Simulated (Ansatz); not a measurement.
## Geometry relaxation of AlGeH₆O₃F (part 1 of 2)

AlGeH₆O₃F, computed with RKS PBE-D4/def2-SVP (Ansatz 0.2.0).

It belongs to a series of runs on one base structure; here: end point A relaxed. Figures and captions count atoms from 1; the log counts them from 0 in places.

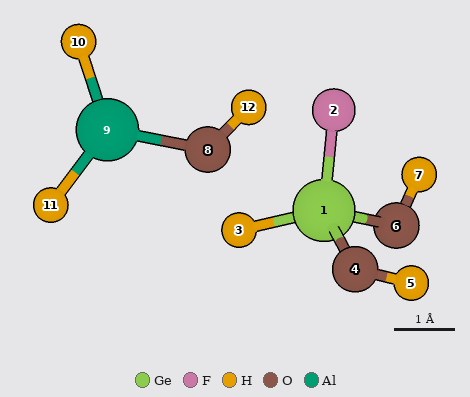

Fig. 1: The structure as given in the input (ball-and-stick view, seen at a tilt; atoms are numbered from 1 in the order of the input). Sticks mark near contacts. Bond lengths as drawn: Al–H 1.59 to 1.61 Å, Al–O 1.73 Å, F–Ge 1.73 Å, Ge–H 1.53 Å, Ge–O 1.77 to 1.79 Å and H–O 0.98 to 0.99 Å.

### Key numbers

| quantity | value |
| --- | --- |
| outcome | converged |
| total energy | −72038.0439 eV |
| mean-field energy | −72037.7647 eV |
| largest force (length of the vector) at the end | 0.034 eV/Å |
| hardware | 4 threads of Intel Xeon (Sapphire Rapids), 16 GiB of memory available, shared host |
| wall time | 83 s (CPU time 4.9 min) |
| peak memory | 0.23 GiB |

### Input file
```yaml
crystal:
  periodic: [false, false, false]
  atoms:
    - { symbol: Ge, position_ang: [-0.224057, -0.073515, -0.166439] }
    - { symbol: F, position_ang: [-0.463563, -0.413609, 1.508936] }
    - { symbol: H, position_ang: [1.263444, 0.11403, -0.4833] }
    - { symbol: O, position_ang: [-1.217028, 1.306677, -0.672486] }
    - { symbol: H, position_ang: [-2.054817, 0.955089, -1.033398] }
    - { symbol: O, position_ang: [-0.917762, -1.515891, -0.967295] }
    - { symbol: H, position_ang: [-1.159241, -2.189678, -0.302794] }
    - { symbol: O, position_ang: [0.931097, 1.95664, 1.669607] }
    - { symbol: Al, position_ang: [2.602905, 2.179185, 2.06754] }
    - { symbol: H, position_ang: [3.228721, 1.464749, 3.362294] }
    - { symbol: H, position_ang: [3.399063, 3.104272, 1.048882] }
    - { symbol: H, position_ang: [0.329039, 1.412151, 2.233554] }
basis:
  gaussian: { orbitals: def2-SVP }
hamiltonian:
  xc: pbe
  dispersion: d4
relax:
  f_tol: 0.03
  max_steps: 50
```

Run as:
```bash
ansatz run input.yaml --threads 4 --pin off --max-ram 5120MiB --backend cpu --events-out ev --progress --plain --runs-dir out
```

### The program's output
```
The last accepted step is kept in [file] (removed where the run ends without a failure and the disk answers)
Engine: ansatz 0.2.0, x86_64-unknown-linux-gnu
Functional definition: PBE
  parameter kappa = 0.804
  parameter beta = 0.06672455060314922
  exchange = pbe_x(kappa = kappa, mu = beta*pi^2/3)
  correlation = pbe_c(beta = beta)
1469 factors; their error is unknown
mean field evaluation 1: about -72019.1293 eV, gradient 1.0e2 eV
mean field evaluation 2: about -71903.9962 eV, gradient 2.4e2 eV
mean field evaluation 4: about -72035.4063 eV, gradient 2.4e1 eV
mean field evaluation 8: about -72036.3389 eV, gradient 1.3e-1 eV
mean field evaluation 16: about -72036.2651 eV, gradient 6.6e-4 eV
mean field -72036.26506908 eV, -2647.2839133546 hartree, gradient 3.1e-5 eV, S^2 0.000000; 0 other end points of the search recorded, 0 dependent functions left out
the calculation of the forces begins
reference -72036.26511725 eV, -2647.2839151246 hartree; 42, 42 occupied and 94, 94 virtual orbitals, 1469 factors
relax step   1: F+E_penalty+E_count = -72036.49917471 eV  Δ(F+E_penalty+E_count) = +0.000e0 eV  max|allowed force component| = 1.352e0 eV/Å  Δτ_max = 0.0000 Å  (28 SCF iters, accepted)
these checks for a lower state are left out or cut short: starts, cluster_reference, orbital_swaps, neighbouring_geometries, increment
1469 factors; their error is unknown
mean field -72036.30282536 eV, -2647.2853008722 hartree, gradient 2.1e-5 eV, S^2 0.000000; 0 other end points of the search recorded, 0 dependent functions left out
[... from here on the field's lines of each further geometry are left out, up to the last ...]
relax step   2: F+E_penalty+E_count = -72036.53510272 eV  Δ(F+E_penalty+E_count) = -3.593e-2 eV  max|allowed force component| = 7.441e-1 eV/Å  Δτ_max = 0.1262 Å  (28 SCF iters, accepted)
relax step   3: F+E_penalty+E_count = -72036.55273327 eV  Δ(F+E_penalty+E_count) = -1.763e-2 eV  max|allowed force component| = 3.752e-1 eV/Å  Δτ_max = 0.0844 Å  (28 SCF iters, accepted)
relax step   4: F+E_penalty+E_count = -72036.55973174 eV  Δ(F+E_penalty+E_count) = -6.998e-3 eV  max|allowed force component| = 2.936e-1 eV/Å  Δτ_max = 0.0903 Å  (28 SCF iters, accepted)
relax step   5: F+E_penalty+E_count = -72036.56455700 eV  Δ(F+E_penalty+E_count) = -4.825e-3 eV  max|allowed force component| = 3.384e-1 eV/Å  Δτ_max = 0.0989 Å  (29 SCF iters, accepted)
relax step   6: F+E_penalty+E_count = -72036.56825061 eV  Δ(F+E_penalty+E_count) = -3.694e-3 eV  max|allowed force component| = 3.326e-1 eV/Å  Δτ_max = 0.0556 Å  (28 SCF iters, accepted)
relax step   7: F+E_penalty+E_count = -72036.57473177 eV  Δ(F+E_penalty+E_count) = -6.481e-3 eV  max|allowed force component| = 3.391e-1 eV/Å  Δτ_max = 0.1796 Å  (27 SCF iters, accepted)
relax step   8: F+E_penalty+E_count = -72036.57642496 eV  Δ(F+E_penalty+E_count) = -1.693e-3 eV  max|allowed force component| = 3.379e-1 eV/Å  Δτ_max = 0.1167 Å  (29 SCF iters, accepted)
relax step   9: F+E_penalty+E_count = -72036.57445280 eV  Δ(F+E_penalty+E_count) = +1.972e-3 eV  max|allowed force component| = 3.899e-1 eV/Å  Δτ_max = 0.1560 Å  (29 SCF iters, rejected (line search))
relax step  10: F+E_penalty+E_count = -72036.58366255 eV  Δ(F+E_penalty+E_count) = -7.238e-3 eV  max|allowed force component| = 1.359e-1 eV/Å  Δτ_max = 0.0778 Å  (28 SCF iters, accepted)
relax step  11: F+E_penalty+E_count = -72036.58916980 eV  Δ(F+E_penalty+E_count) = -5.507e-3 eV  max|allowed force component| = 3.851e-2 eV/Å  Δτ_max = 0.0998 Å  (30 SCF iters, accepted)
relax step  12: F+E_penalty+E_count = -72036.59404270 eV  Δ(F+E_penalty+E_count) = -4.873e-3 eV  max|allowed force component| = 9.634e-2 eV/Å  Δτ_max = 0.1463 Å  (28 SCF iters, accepted)
relax step  13: F+E_penalty+E_count = -72036.59623991 eV  Δ(F+E_penalty+E_count) = -2.197e-3 eV  max|allowed force component| = 2.587e-1 eV/Å  Δτ_max = 0.1934 Å  (29 SCF iters, accepted)
relax step  14: F+E_penalty+E_count = -72036.60255737 eV  Δ(F+E_penalty+E_count) = -6.317e-3 eV  max|allowed force component| = 1.636e-1 eV/Å  Δτ_max = 0.0774 Å  (30 SCF iters, accepted)
relax step  15: F+E_penalty+E_count = -72036.60601893 eV  Δ(F+E_penalty+E_count) = -3.462e-3 eV  max|allowed force component| = 2.694e-1 eV/Å  Δτ_max = 0.1952 Å  (29 SCF iters, accepted)
relax step  16: F+E_penalty+E_count = -72036.61278056 eV  Δ(F+E_penalty+E_count) = -6.762e-3 eV  max|allowed force component| = 3.446e-1 eV/Å  Δτ_max = 0.1915 Å  (29 SCF iters, accepted)
relax step  17: F+E_penalty+E_count = -72036.63339959 eV  Δ(F+E_penalty+E_count) = -2.062e-2 eV  max|allowed force component| = 2.841e-1 eV/Å  Δτ_max = 0.1953 Å  (28 SCF iters, accepted)
relax step  18: F+E_penalty+E_count = -72036.64985950 eV  Δ(F+E_penalty+E_count) = -1.646e-2 eV  max|allowed force component| = 3.317e-1 eV/Å  Δτ_max = 0.1724 Å  (28 SCF iters, accepted)
relax step  19: F+E_penalty+E_count = -72036.68480528 eV  Δ(F+E_penalty+E_count) = -3.495e-2 eV  max|allowed force component| = 3.341e-1 eV/Å  Δτ_max = 0.1937 Å  (28 SCF iters, accepted)
relax step  20: F+E_penalty+E_count = -72036.73011857 eV  Δ(F+E_penalty+E_count) = -4.531e-2 eV  max|allowed force component| = 3.740e-1 eV/Å  Δτ_max = 0.1917 Å  (29 SCF iters, accepted)
relax step  21: F+E_penalty+E_count = -72036.80294492 eV  Δ(F+E_penalty+E_count) = -7.283e-2 eV  max|allowed force component| = 3.569e-1 eV/Å  Δτ_max = 0.1971 Å  (28 SCF iters, accepted)
relax step  22: F+E_penalty+E_count = -72036.92595267 eV  Δ(F+E_penalty+E_count) = -1.230e-1 eV  max|allowed force component| = 3.954e-1 eV/Å  Δτ_max = 0.1959 Å  (30 SCF iters, accepted)
relax step  23: F+E_penalty+E_count = -72037.11611125 eV  Δ(F+E_penalty+E_count) = -1.902e-1 eV  max|allowed force component| = 4.194e-1 eV/Å  Δτ_max = 0.1936 Å  (28 SCF iters, accepted)
relax step  24: F+E_penalty+E_count = -72037.39086226 eV  Δ(F+E_penalty+E_count) = -2.748e-1 eV  max|allowed force component| = 7.179e-1 eV/Å  Δτ_max = 0.1939 Å  (29 SCF iters, accepted)
relax step  25: F+E_penalty+E_count = -72037.61548780 eV  Δ(F+E_penalty+E_count) = -2.246e-1 eV  max|allowed force component| = 7.777e-1 eV/Å  Δτ_max = 0.1950 Å  (29 SCF iters, accepted)
relax step  26: F+E_penalty+E_count = -72037.76812048 eV  Δ(F+E_penalty+E_count) = -1.526e-1 eV  max|allowed force component| = 8.424e-1 eV/Å  Δτ_max = 0.1946 Å  (30 SCF iters, accepted)
relax step  27: F+E_penalty+E_count = -72037.83009914 eV  Δ(F+E_penalty+E_count) = -6.198e-2 eV  max|allowed force component| = 3.725e-1 eV/Å  Δτ_max = 0.2000 Å  (29 SCF iters, accepted)
relax step  28: F+E_penalty+E_count = -72037.85011308 eV  Δ(F+E_penalty+E_count) = -2.001e-2 eV  max|allowed force component| = 1.736e-1 eV/Å  Δτ_max = 0.0593 Å  (30 SCF iters, accepted)
relax step  29: F+E_penalty+E_count = -72037.84926713 eV  Δ(F+E_penalty+E_count) = +8.459e-4 eV  max|allowed force component| = 3.450e-1 eV/Å  Δτ_max = 0.1466 Å  (29 SCF iters, rejected (line search))
relax step  30: F+E_penalty+E_count = -72037.86282212 eV  Δ(F+E_penalty+E_count) = -1.271e-2 eV  max|allowed force component| = 4.357e-2 eV/Å  Δτ_max = 0.0711 Å  (29 SCF iters, accepted)
relax step  31: F+E_penalty+E_count = -72037.87036551 eV  Δ(F+E_penalty+E_count) = -7.543e-3 eV  max|allowed force component| = 1.358e-1 eV/Å  Δτ_max = 0.0911 Å  (29 SCF iters, accepted)
relax step  32: F+E_penalty+E_count = -72037.87774438 eV  Δ(F+E_penalty+E_count) = -7.379e-3 eV  max|allowed force component| = 2.334e-1 eV/Å  Δτ_max = 0.1181 Å  (29 SCF iters, accepted)
relax step  33: F+E_penalty+E_count = -72037.88660572 eV  Δ(F+E_penalty+E_count) = -8.861e-3 eV  max|allowed force component| = 2.862e-1 eV/Å  Δτ_max = 0.1265 Å  (30 SCF iters, accepted)
relax step  34: F+E_penalty+E_count = -72037.89972776 eV  Δ(F+E_penalty+E_count) = -1.312e-2 eV  max|allowed force component| = 2.631e-1 eV/Å  Δτ_max = 0.0943 Å  (29 SCF iters, accepted)
relax step  35: F+E_penalty+E_count = -72037.91304250 eV  Δ(F+E_penalty+E_count) = -1.331e-2 eV  max|allowed force component| = 7.340e-1 eV/Å  Δτ_max = 0.1986 Å  (36 SCF iters, accepted)
relax step  36: F+E_penalty+E_count = -72037.93861993 eV  Δ(F+E_penalty+E_count) = -2.558e-2 eV  max|allowed force component| = 8.302e-1 eV/Å  Δτ_max = 0.1705 Å  (30 SCF iters, accepted)
relax step  37: F+E_penalty+E_count = -72037.99867010 eV  Δ(F+E_penalty+E_count) = -6.005e-2 eV  max|allowed force component| = 4.580e-1 eV/Å  Δτ_max = 0.2000 Å  (30 SCF iters, accepted)
relax step  38: F+E_penalty+E_count = -72038.02732213 eV  Δ(F+E_penalty+E_count) = -2.865e-2 eV  max|allowed force component| = 5.450e-1 eV/Å  Δτ_max = 0.1660 Å  (30 SCF iters, accepted)
relax step  39: F+E_penalty+E_count = -72038.03284911 eV  Δ(F+E_penalty+E_count) = -5.527e-3 eV  max|allowed force component| = 5.729e-1 eV/Å  Δτ_max = 0.0366 Å  (30 SCF iters, accepted)
relax step  40: F+E_penalty+E_count = -72038.04151648 eV  Δ(F+E_penalty+E_count) = -8.667e-3 eV  max|allowed force component| = 1.573e-1 eV/Å  Δτ_max = 0.0176 Å  (31 SCF iters, accepted)
relax step  41: F+E_penalty+E_count = -72038.04257627 eV  Δ(F+E_penalty+E_count) = -1.060e-3 eV  max|allowed force component| = 1.020e-1 eV/Å  Δτ_max = 0.0327 Å  (30 SCF iters, accepted)
relax step  42: F+E_penalty+E_count = -72038.04357882 eV  Δ(F+E_penalty+E_count) = -1.003e-3 eV  max|allowed force component| = 3.851e-2 eV/Å  Δτ_max = 0.0107 Å  (30 SCF iters, accepted)
the calculation of the forces begins
reference -72037.76466821 eV, -2647.3390226060 hartree; 42, 42 occupied and 94, 94 virtual orbitals, 1469 factors
relax step  43: F+E_penalty+E_count = -72038.04385096 eV  Δ(F+E_penalty+E_count) = -2.721e-4 eV  max|allowed force component| = 2.131e-2 eV/Å  Δτ_max = 0.0212 Å  (29 SCF iters, accepted)
1469 factors; their error is unknown
mean field evaluation 320: about -72037.3018 eV, gradient 1.8e1 eV
```

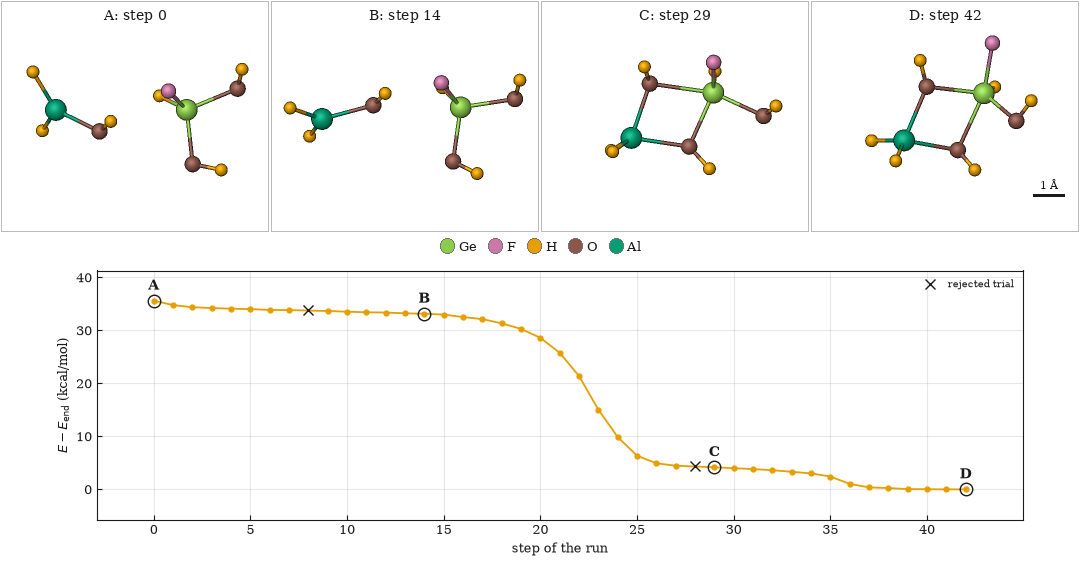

Fig. 2: Frames of the relaxation (ball-and-stick view, seen at a tilt) above the curves, on which the letters mark them (the first geometry is step 0 here and step 1 in the log).

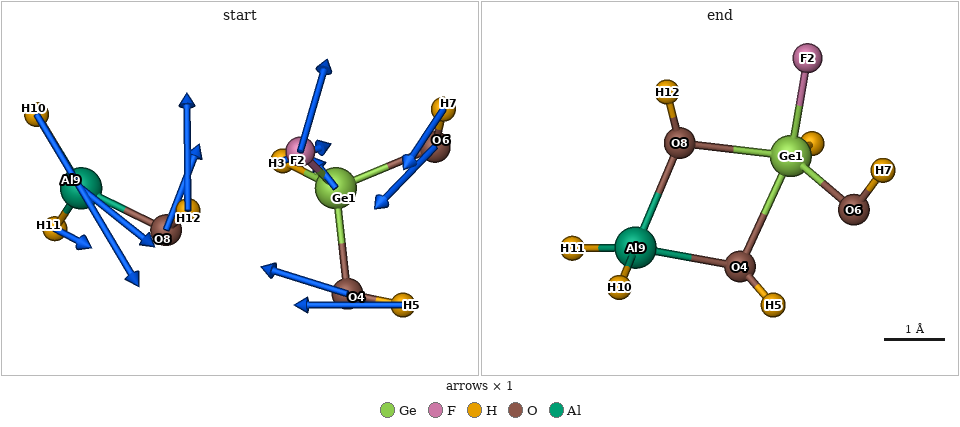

Fig. 3: Before (left) and after (right) the relaxation, at one scale (ball-and-stick view, seen at a tilt). The blue arrows give the displacements, at true length. The energy falls by 35.6 kcal/mol in 42 geometry steps. Largest force component: 1.4 eV/Å at the start, 0.021 eV/Å at the end. The line search rejected the trial steps at points 8, 28 (counted from 0) and went back. H10 moves most after the best rigid fit: 3.49 Å. Largest moves by element: H 3.49 Å, F 1.89 Å, O 1.81 Å, Al 1.60 Å, Ge 0.70 Å. Among the contacts that change: O4–Al9 4.781 → 1.866 Å, Ge1–O8 2.971 → 1.914 Å, Ge1–O4 1.774 → 2.055 Å, O8–Al9 1.733 → 1.902 Å. New bonds form: Ge1–O8 (2.97 → 1.91 Å), O4–Al9 (4.78 → 1.87 Å). Among the angles that change: F2–Ge1–O4 110.6° → 160.4°, O4–Ge1–O6 106.4° → 84.2°, H3–Ge1–O4 112.9° → 93.3°. (Atoms are counted from 1 in the order of the input.)

```
mean field -72037.76462385 eV, -2647.3390209759 hartree, gradient 1.3e-5 eV, S^2 0.000000; 1 other end points of the search recorded, 0 dependent functions left out
the calculation of the forces begins
reference -72037.76466821 eV, -2647.3390226060 hartree; 42, 42 occupied and 94, 94 virtual orbitals, 1469 factors
Total energy: -72038.04389531 eV, -2647.3492840128 hartree
Atom 0 at     0.383139    -0.297811     0.089655 Å, force    -0.002854     0.015784    -0.005591 eV/Å
Atom 1 at     0.437997    -1.877630     0.942702 Å, force     0.005977    -0.019137    -0.008072 eV/Å
Atom 2 at     1.203516    -0.577964    -1.179937 Å, force    -0.008431    -0.002590     0.020582 eV/Å
Atom 3 at     0.370083     1.733059    -0.225490 Å, force     0.007401     0.004498    -0.009923 eV/Å
Atom 4 at    -0.566233     1.976684    -0.364464 Å, force    -0.002554     0.000469     0.015795 eV/Å
Atom 5 at    -1.400576    -0.128149     0.084412 Å, force    -0.003357    -0.006970    -0.009580 eV/Å
Atom 6 at    -1.783638    -0.966863     0.408880 Å, force    -0.004388    -0.000982     0.002479 eV/Å
Atom 7 at     1.376821     0.438912     1.550428 Å, force     0.005215     0.009010     0.002468 eV/Å
Atom 8 at     1.230373     2.321029     1.322246 Å, force    -0.016578    -0.020818    -0.021311 eV/Å
Atom 9 at     0.198729     2.953366     2.371091 Å, force     0.009626     0.006508    -0.001732 eV/Å
Atom 10 at     2.672014     2.931021     1.017811 Å, force     0.009499     0.008076     0.014969 eV/Å
Atom 11 at     1.595577    -0.205553     2.247768 Å, force     0.000445     0.006152    -0.000085 eV/Å
Dipole moment:    -0.137306    -0.216921     0.007557 e Å
```

### Trajectory as extended XYZ (Å, eV, eV/Å), 18 of the 43 frames kept, from step=1 to step=43
```
12
Properties=species:S:1:pos:R:3:forces:R:3 step=1 energy=-72036.49918
Ge   -0.2241   -0.0735   -0.1664    0.1898   0.2928  -1.3333
F    -0.4636   -0.4136    1.5089   -0.1716  -0.2195   1.3516
H     1.2634    0.1140   -0.4833   -0.0041  -0.0036  -0.0069
O    -1.2170    1.3067   -0.6725    0.0022  -0.0091  -0.0032
H    -2.0548    0.9551   -1.0334    0.0027   0.0020   0.0094
O    -0.9178   -1.5159   -0.9673   -0.0223  -0.0463   0.0064
H    -1.1592   -2.1897   -0.3028    0.0091   0.0357  -0.0170
O     0.9311    1.9566    1.6696   -0.2907  -0.3632   0.3923
Al    2.6029    2.1792    2.0675   -0.0815  -0.0294   0.0573
H     3.2287    1.4647    3.3623   -0.0386   0.0497  -0.0675
H     3.3991    3.1043    1.0489    0.0213  -0.0002  -0.0029
H     0.3290    1.4122    2.2336    0.3837   0.2910  -0.3862
```
